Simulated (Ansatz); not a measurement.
# HfN: response to strain

Start from HfN in the rock salt structure (space group Fm-3m, No. 225; a = 4.468 Å; relaxed with 0.1 eV smearing). Axes: x, y, z lie along the cube axes.

Strains are applied to the cell and any free atomic positions relax; under biaxial strain the out-of-plane vector relaxes too.

The values are results of LDA (Ansatz, an electronic-structure program, PAW, no SOC), not measurements.

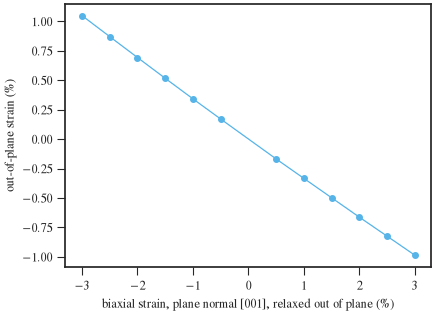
Figure: Out-of-plane strain against biaxial strain, plane normal [001], relaxed out of plane

Q: From the plot, what is the out-of-plane strain for biaxial strain −1.50 %, plane normal [001], relaxed out of plane?

A: About 0.5 %.

Q: Is the trend monotonic over the range shown?

A: Yes, it falls throughout, spanning -0.99 % to +1.05 %.

Stability against distortions was not tested. The final runs are not spin-polarised. An odd electron count without spin: HfN.
